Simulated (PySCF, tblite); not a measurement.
**C6H9NOSi: geometry, infrared bands and NMR shifts**

Wanted: the infrared bands and NMR shifts of C6H9NOSi (`N#CC[SiH2]O[C@]12C[C@H]1C2`), by calculation.

Computed with tblite 0.8.0 and PySCF 2.14.0, with density-fitted response routines of our own, on a single molecule in the gas phase. Atoms are numbered from 0 throughout.

### Step 1. Starting geometry

18 atoms, charge 0, multiplicity 1; geometry from: force field or distance geometry start.

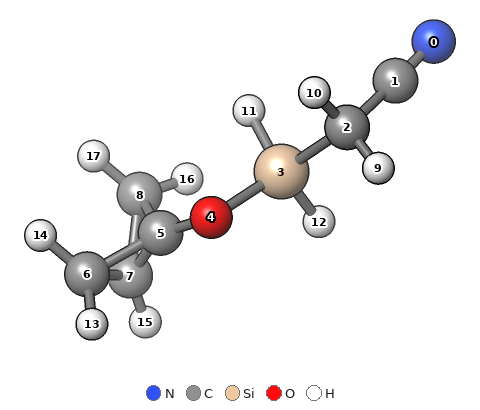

The starting geometry (nitrogen blue, carbon grey, silicon light orange, oxygen red, hydrogen white), atoms numbered.

### Step 2. Optimising the geometry with GFN2-xTB

The job: settings as JSON, then the geometry in Å.

```
{"job": {"kind": "relax", "xc": "GFN2-xTB", "basis": "xTB"}, "charge": 0, "multiplicity": 1}
N      4.191000     2.100700    -0.180200
C      3.564500     1.136600    -0.392600
C      2.815300    -0.104200    -0.618600
Si     1.008100     0.388500    -0.606400
O     -0.033300    -0.989900    -0.600900
C     -1.209700    -0.636100    -0.309700
C     -2.476500    -1.532000    -0.195700
C     -2.440000    -0.089800    -0.633900
C     -1.695600     0.587600     0.496300
H      3.091900    -0.569700    -1.557900
H      2.979900    -0.804100     0.226200
H      0.799600     1.138800     0.652200
H      0.686200     1.230200    -1.728600
H     -2.610400    -2.272300    -1.006000
H     -2.701100    -1.784800     0.856000
H     -2.908100     0.354600    -1.478300
H     -1.161400     1.525800     0.263600
H     -1.909400     0.326300     1.538100
```

Command:

```sh
$ OMP_NUM_THREADS=1 python probes_run.py task.json out
```

This one command runs all jobs of the session in turn.

What it wrote:

```text
step      E/eV     max force
  0    -708.59998    5.851
  1    -709.02798    8.110
  2    -709.00816    7.031
  3    -709.43760    1.521
  4    -709.50046    0.755
  5    -709.56083    1.143
  6    -709.60814    0.676
  7    -709.64546    0.517
  8    -709.68281    0.505
  9    -709.70623    0.506
 10    -709.72682    0.371
 11    -709.74381    0.301
 12    -709.76121    0.340
 13    -709.77949    0.350
 14    -709.79731    0.378
 15    -709.81455    0.331
 16    -709.83061    0.257
 17    -709.84188    0.266
 18    -709.84990    0.223
 19    -709.85753    0.200
 20    -709.86491    0.224
 21    -709.87393    0.270
 22    -709.88514    0.302
 23    -709.89664    0.234
 24    -709.90652    0.236
 25    -709.91472    0.219
 26    -709.92306    0.277
 27    -709.93324    0.277
 28    -709.94354    0.194
 29    -709.95116    0.201
 30    -709.95617    0.183
 31    -709.96071    0.145
 32    -709.96651    0.164
 33    -709.97289    0.174
 34    -709.97866    0.219
 35    -709.98365    0.194
 36    -709.98836    0.193
 37    -709.99308    0.217
 38    -709.99687    0.323
 39    -710.00093    0.142
 40    -710.00494    0.146
 41    -710.00890    0.197
 42    -710.01201    0.148
 43    -710.01430    0.286
 44    -710.01584    0.129
 45    -710.01736    0.088
 46    -710.01883    0.082
 47    -710.01970    0.053
 48    -710.02014    0.048
 49    -710.02052    0.041
 50    -710.02094    0.049
 51    -710.02137    0.047
 52    -710.02173    0.040
 53    -710.02204    0.053
 54    -710.02230    0.050
 55    -710.02253    0.040
 56    -710.02269    0.031
 57    -710.02281    0.027
 58    -710.02290    0.033
 59    -710.02299    0.033
 60    -710.02308    0.032
 61    -710.02317    0.025
 62    -710.02325    0.037
 63    -710.02334    0.038
 64    -710.02341    0.031
 65    -710.02348    0.022
 66    -710.02356    0.030
 67    -710.02364    0.049
 68    -710.02376    0.063
 69    -710.02393    0.062
 70    -710.02414    0.044
 71    -710.02433    0.035
 72    -710.02447    0.034
 73    -710.02461    0.044
 74    -710.02477    0.051
 75    -710.02498    0.053
 76    -710.02523    0.051
 77    -710.02551    0.048
 78    -710.02583    0.058
 79    -710.02616    0.045
 80    -710.02644    0.040
 81    -710.02665    0.035
 82    -710.02686    0.042
 83    -710.02713    0.056
 84    -710.02751    0.061
 85    -710.02792    0.057
 86    -710.02819    0.120
 87    -710.02855    0.045
 88    -710.02880    0.035
 89    -710.02903    0.037
 90    -710.02917    0.035
 91    -710.02929    0.028
 92    -710.02940    0.042
 93    -710.02954    0.031
 94    -710.02966    0.029
 95    -710.02973    0.018
 96    -710.02978    0.016
 97    -710.02983    0.019
 98    -710.02989    0.019
 99    -710.02996    0.021
100    -710.03001    0.013
101    -710.03005    0.015
102    -710.03009    0.021
103    -710.03016    0.026
104    -710.03025    0.034
105    -710.03036    0.029
106    -710.03044    0.020
107    -710.03049    0.048
108    -710.03053    0.021
109    -710.03057    0.039
110    -710.03062    0.017
111    -710.03068    0.017
112    -710.03078    0.023
113    -710.03089    0.026
114    -710.03098    0.025
115    -710.03104    0.034
116    -710.03110    0.034
117    -710.03117    0.032
118    -710.03126    0.027
119    -710.03136    0.021
120    -710.03144    0.022
121    -710.03151    0.019
122    -710.03160    0.022
123    -710.03171    0.025
124    -710.03183    0.031
125    -710.03193    0.024
126    -710.03198    0.024
127    -710.03200    0.012
128    -710.03202    0.023
129    -710.03204    0.013
130    -710.03206    0.016
131    -710.03209    0.008
```

Run time: 0.83 s. Hardware: 1 thread of Arm Neoverse V2, shared host.

Step by step: (not every step is listed) (the energy doesn't fall at every step)

```
step  energy from step 0 (eV)  largest force (eV/Å)
   0                   0.0000                5.8506
   1                  -0.4280                8.1096
   2                  -0.4082                7.0311
   3                  -0.8376                1.5209
   4                  -0.9005                0.7555
   5                  -0.9609                1.1432
   6                  -1.0082                0.6763
   7                  -1.0455                0.5166
   8                  -1.0828                0.5048
  19                  -1.2576                0.2002
  30                  -1.3562                0.1830
  41                  -1.4089                0.1966
  52                  -1.4218                0.0401
  63                  -1.4234                0.0376
  74                  -1.4248                0.0510
  85                  -1.4279                0.0567
  96                  -1.4298                0.0161
 107                  -1.4305                0.0475
 118                  -1.4313                0.0269
 126                  -1.4320                0.0244
 127                  -1.4320                0.0124
 128                  -1.4320                0.0235
 129                  -1.4321                0.0128
 130                  -1.4321                0.0156
 131                  -1.4321                0.0077
```

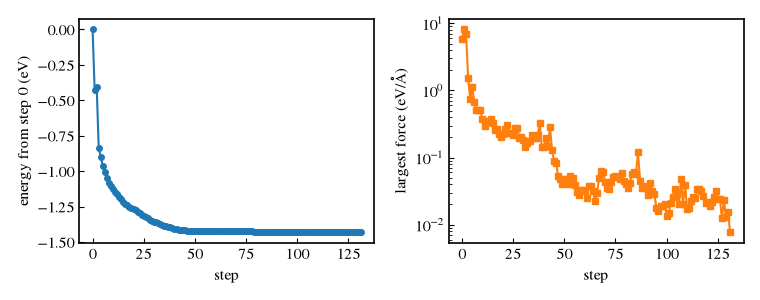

Energy and force, step by step.

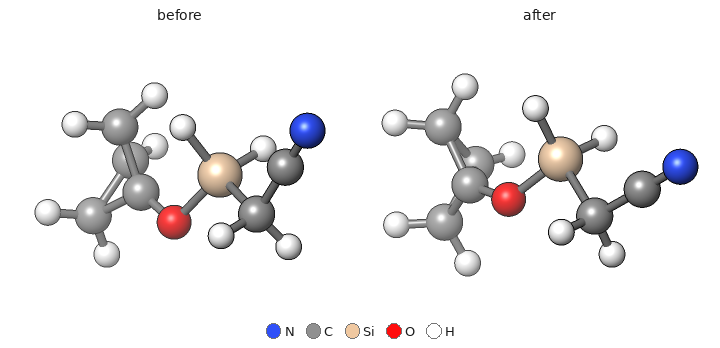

Before and after, at one scale.

Close pairs (by a distance rule), those that changed most:

```
   bond  before (Å)  after (Å)  change (Å)
  C5–C7       1.385      1.489      +0.105
 Si3–O4       1.728      1.624      -0.103
  O4–C5       1.262      1.351      +0.088
  C5–C6       1.556      1.491      -0.064
  C5–C8       1.544      1.492      -0.052
  C1–C2       1.467      1.424      -0.042
 C2–Si3       1.873      1.906      +0.033
Si3–H12       1.439      1.464      +0.025
```

The final coordinates are the input of the step that follows.

### Step 3. Vibrational analysis with GFN2-xTB

The job: settings as JSON, then the geometry in Å.

```
{"job": {"kind": "ir", "xc": "GFN2-xTB", "basis": "xTB"}, "charge": 0, "multiplicity": 1}
N      4.604047     1.588553    -1.025792
C      3.796228     0.803363    -0.823893
C      2.766927    -0.149162    -0.574268
Si     1.098825     0.748634    -0.363219
O      0.122301    -0.519565    -0.086479
C     -1.216644    -0.544289     0.088725
C     -2.221418    -1.567687    -0.320337
C     -2.392863    -0.128970    -0.725180
C     -2.170304     0.463670     0.637665
H      2.727274    -0.850116    -1.409574
H      3.017100    -0.710283     0.327357
H      1.127380     1.661759     0.779998
H      0.728083     1.473549    -1.580432
H     -1.927732    -2.271486    -1.088604
H     -2.881389    -1.988835     0.431053
H     -2.532688     0.324869    -1.680624
H     -1.824434     1.489118     0.684623
H     -2.829452     0.183194     1.452563
```

What it wrote:

```text
mode    cm-1     km/mol
  1      30.3      5.57
  2      41.7      0.65
  3      64.2      4.05
  4      75.3      3.68
  5     155.7      4.56
  6     178.4      0.60
  7     362.7      1.97
  8     375.7      2.14
  9     392.0      4.88
 10     432.4      3.31
 11     465.8      1.02
 12     487.1     51.08
 13     609.5     40.95
 14     638.3     40.56
 15     734.7     21.27
 16     753.0     97.60
 17     762.2    265.71
 18     769.7     46.26
 19     808.9    179.71
 20     855.5    118.09
 21     876.3      0.65
 22     891.0     30.81
 23     933.1      0.39
 24    1018.1     71.78
 25    1023.8      3.95
 26    1030.1     72.95
 27    1065.2      0.65
 28    1066.2      1.43
 29    1072.4      0.17
 30    1095.0      8.20
 31    1115.8      1.86
 32    1176.6    170.77
 33    1208.4     72.49
 34    1293.6      8.74
 35    1406.0      9.16
 36    1437.3     86.04
 37    1460.5      0.24
 38    1553.6    140.30
 39    2246.0    388.53
 40    2282.2    118.02
 41    2406.3    338.78
 42    2972.4     13.14
 43    2980.5     14.42
 44    3006.1      9.57
 45    3007.9     66.74
 46    3057.3     44.97
 47    3066.3     23.61
 48    3195.1     15.76
```

Run time: 0.58 s. Hardware: 1 thread of Arm Neoverse V2, shared host.

Which atoms move in the most intense modes:

```
cm⁻¹  km/mol                                  atoms
 762   265.7  H11 22 %, H12 21 %, H15 20 %, C7 13 %
 809   179.7                     H12 47 %, H11 47 %
 856   118.1   O4 21 %, Si3 16 %, C5 16 %, H13 15 %
1177   170.8             C2 42 %, H9 25 %, H10 24 %
1554   140.3              C5 42 %, C6 11 %, C8 10 %
2246   388.5                     H12 61 %, H11 35 %
2282   118.0                     H11 62 %, H12 36 %
2406   338.8                       C1 60 %, N0 39 %
```

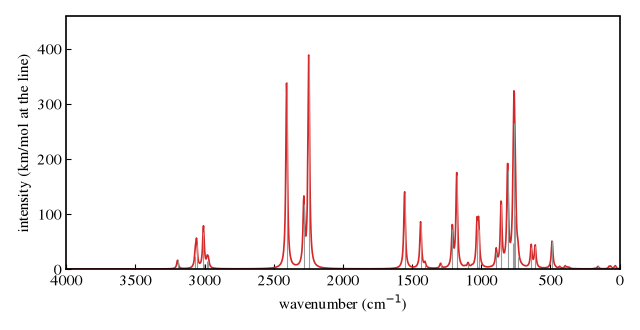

The infrared spectrum from these modes, unscaled. Lines are broadened to a width of 14 cm⁻¹ (Lorentzian).

### Step 4. NMR shieldings: PBE0/pcSseg-1

Same as in step 3 but for these lines:

```diff
@@ -1,2 +1,2 @@
-{"job": {"kind": "ir", "xc": "GFN2-xTB", "basis": "xTB"}, "charge": 0, "multiplicity": 1}
+{"job": {"kind": "nmr", "xc": "PBE0", "basis": "pcSseg-1"}, "charge": 0, "multiplicity": 1}
 N      4.604047     1.588553    -1.025792
```

Method: GIAO PBE0/pcSseg-1 NMR shielding, non-relativistic, gas phase.

What it wrote:

```text
coarse grid: 15872 points
cycle   1  E = -652.6795268942  dE =  1.617e+00  |g| = 7.332e-01  |ddm| = 3.986e+00
cycle   2  E = -652.4892494632  dE =  1.903e-01  |g| = 1.223e+00  |ddm| = 1.677e+00
cycle   3  E = -652.7800158996  dE = -2.908e-01  |g| = 2.293e-01  |ddm| = 1.127e+00
cycle   4  E = -652.7905782219  dE = -1.056e-02  |g| = 6.919e-02  |ddm| = 1.803e-01
cycle   5  E = -652.7914093055  dE = -8.311e-04  |g| = 2.738e-02  |ddm| = 6.863e-02
cycle   6  E = -652.7915633240  dE = -1.540e-04  |g| = 4.904e-03  |ddm| = 2.575e-02
cycle   7  E = -652.7915681213  dE = -4.797e-06  |g| = 1.842e-03  |ddm| = 5.846e-03
final grid: 149728 points
cycle   8  E = -652.8533310988  dE = -3.081e-05  |g| = 1.142e-02  |ddm| = 3.182e-02
cycle   9  E = -652.8532972127  dE =  3.389e-05  |g| = 1.753e-02  |ddm| = 2.194e-02
cycle  10  E = -652.8533570886  dE = -5.988e-05  |g| = 1.795e-03  |ddm| = 1.446e-02
cycle  11  E = -652.8533577961  dE = -7.075e-07  |g| = 4.272e-04  |ddm| = 1.818e-03
cycle  12  E = -652.8533578198  dE = -2.363e-08  |g| = 2.741e-04  |ddm| = 4.747e-04
cycle  13  E = -652.8533578349  dE = -1.510e-08  |g| = 4.881e-05  |ddm| = 2.073e-04
cycle  14  E = -652.8533578354  dE = -4.836e-10  |g| = 1.421e-05  |ddm| = 5.016e-05
converged SCF energy = -652.8533578354

GIAO shielding tensors (ppm)
atom      isotropic    diamagn.    paramagn.     s11        s22        s33       span
  0 N      -29.491     338.421    -367.912   -205.929   -191.875    309.332    515.262
  1 C       67.302     257.662    -190.359    -45.991    -45.780    293.678    339.668
  2 C      186.495     254.183     -67.687    171.153    181.672    206.659     35.506
  3 Si     372.227     882.802    -510.575    337.654    350.620    428.407     90.753
  4 O      323.078     398.876     -75.798    280.560    340.058    348.614     68.054
  5 C      133.062     232.864     -99.802    100.358    112.887    185.940     85.581
  6 C      150.012     257.748    -107.736    138.445    143.123    168.468     30.022
  7 C      182.993     265.631     -82.638    153.770    196.420    198.789     45.020
  8 C      153.062     256.779    -103.717    142.884    146.184    170.117     27.233
  9 H       29.813      29.405       0.408     24.507     29.314     35.619     11.112
 10 H       29.715      29.721      -0.005     24.461     29.146     35.538     11.077
 11 H       26.729      31.814      -5.085     22.999     26.111     31.077      8.079
 12 H       26.943      31.875      -4.931     23.148     26.481     31.201      8.053
 13 H       29.723      32.050      -2.327     25.004     26.389     37.776     12.773
 14 H       30.846      30.555       0.291     25.628     27.440     39.469     13.841
 15 H       29.747      34.972      -5.225     25.053     26.992     37.198     12.145
 16 H       29.803      33.591      -3.789     24.810     27.313     37.285     12.476
 17 H       30.908      30.574       0.334     25.534     27.337     39.852     14.317
```

It took 34 s on 1 thread of Arm Neoverse V2, shared host; peak memory 0.91 GiB.

Shifts follow as δ = σ(reference) − σ, with reference shieldings (ppm) from runs at the same level and on the same kind of geometry: ¹H TMS 31.72, ¹³C TMS 186.9, ²⁹Si TMS 349.2, ¹⁵N NH3 267.7, ¹⁷O H2O 336.1. The references are single molecules in the gas phase, so shifts against H2O, NH3, PH3, H3PO4 or CFCl3 are not on the usual liquid scales and can be off by tens of ppm. Atoms listed in one row are averaged.

```
   atoms                                          environment  σ (ppm)  δ (ppm)  δ scaled to CDCl3
      C1                                       nitrile carbon     67.3    119.6              114.8
      C5                           three-membered-ring carbon    133.1     53.9               50.7
  C6, C8                           three-membered-ring carbon    151.5     35.4               32.6
      C7                           three-membered-ring carbon    183.0      3.9                1.9
      C2                 sp3 CH2 bonded to Si, α to a nitrile    186.5      0.4               -1.5
H11, H12                 hydrogen on a silicon bonded to C, O    26.84     4.88                  –
     H15             hydrogen on a three-membered-ring carbon    29.75     1.97               1.96
H13, H16             hydrogen on a three-membered-ring carbon    29.76     1.95               1.95
 H9, H10  hydrogen on an sp3 CH2 bonded to Si, α to a nitrile    29.76     1.95               1.95
H14, H17             hydrogen on a three-membered-ring carbon    30.88     0.84               0.90
      N0                                     nitrile nitrogen    -29.5    297.2                  –
     Si3                          silicon bonded to C, O, 2 H    372.2    -23.1                  –
      O4                               oxygen bonded to C, Si    323.1     13.0                  –
```

The scaled column applies a straight-line fit of computed shieldings to shifts measured in CDCl3 (root-mean-square error 0.16 ppm for H, 1.9 ppm for C).

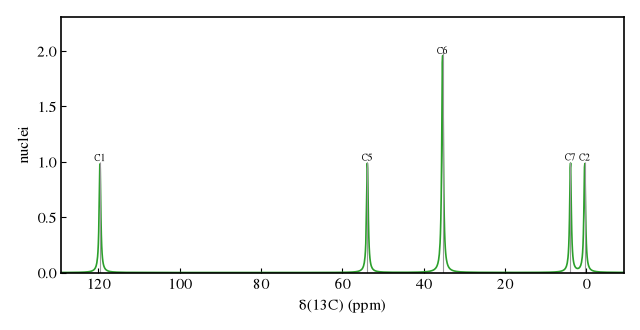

¹³C lines at the computed shifts, without couplings. Lines are broadened to a width of 0.48 ppm (Lorentzian).

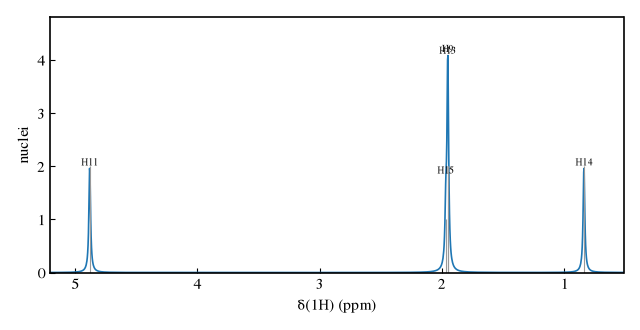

¹H lines at the computed shifts, without couplings. Lines are broadened to a width of 0.02 ppm (Lorentzian).

Charges from the same density, by scheme (e):

```
 atoms  Mulliken    IAO  Hirshfeld  ESP fit
    N0     -0.25  -0.26      -0.24    -0.51
    C1      0.01   0.14       0.08     0.48
    C2     -0.50  -0.59      -0.13    -0.67
   Si3      0.85   1.04       0.43     0.78
    O4     -0.59  -0.59      -0.20    -0.43
    C5      0.11   0.20       0.07     0.35
C6, C8     -0.13  -0.28      -0.08    -0.47
    C7     -0.20  -0.19      -0.07    -0.05
```

Hirshfeld charges:

N0 -0.24; C1 0.08; C2 -0.13; Si3 0.43; O4 -0.20; C5 0.07; C6 -0.08; C7 -0.07; C8 -0.09; H9 0.07; H10 0.07; H11 -0.07; H12 -0.07; H13 0.05; H14 0.04; H15 0.06; H16 0.05; H17 0.04

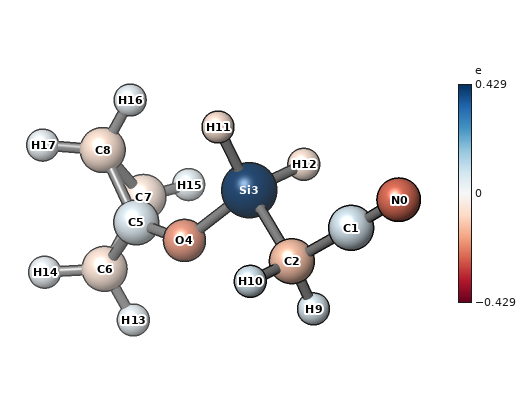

Hirshfeld charges, as colours on the atoms.

Mayer bond orders: N0–C1 3.04, C1–C2 1.03, C2–Si3 0.85, Si3–O4 0.95, O4–C5 0.92, C5–C6 1.01, C6–C7 0.94, C7–C8 0.94, C7–C5 0.82, C8–C5 1.01.

Ring of atoms C5, C6, C7: NICS(0) -44.6, NICS(1) -9.4, NICS(1)zz -17.6 ppm (means of both faces; NICS(1) differs between them: -13.2 and -5.6).

In rings of three or four atoms NICS is ruled by the nearby σ bonds, so it says little on aromaticity.

Ring of atoms C5, C7, C8: NICS(0) -44.4, NICS(1) -9.5, NICS(1)zz -18.4 ppm (means of both faces; NICS(1) differs between them: -13.2 and -5.8).

In rings of three or four atoms NICS is ruled by the nearby σ bonds, so it says little on aromaticity.

### Step 5. Outcome

| quantity | value |
| --- | --- |
| strongest single infrared mode (GFN2-xTB) | 2246 cm⁻¹, 389 km/mol |
| zero-point energy (GFN2-xTB) | 82.8 kcal/mol |
| ¹³C shifts against TMS (PBE0/pcSseg-1, means over atoms taken as alike) | 119.6, 53.9, 35.4, 3.9, 0.4 ppm |
| ¹H shifts against TMS (PBE0/pcSseg-1, means over atoms taken as alike) | 4.88, 1.97, 1.95, 1.95, 0.84 ppm |
| ¹⁵N shifts against NH3 (PBE0/pcSseg-1) | 297.2 ppm |
| ²⁹Si shifts against TMS (PBE0/pcSseg-1) | -23.1 ppm |
| ¹⁷O shifts against H2O (PBE0/pcSseg-1) | 13.0 ppm |

In words: The optimisation took 131 steps and gained 1.432 eV; among the close pairs (by a distance rule), C5–C7 changed most, from 1.385 to 1.489 Å. All 48 modes are real, so the xTB geometry is a minimum. The strongest single mode, at 2246 cm⁻¹, moves mainly H12 and H11. Unscaled tight-binding wavenumbers are off by several per cent, some by more. Its intensities can rank the bands wrongly. The most deshielded carbon is C1 (nitrile carbon), at 119.6 ppm: this is the usual window of a C≡N carbon, which has no attached hydrogen. At PBE0/pcSseg-1: The largest span, 515 ppm, is at N0, where the paramagnetic term is -368 ppm.
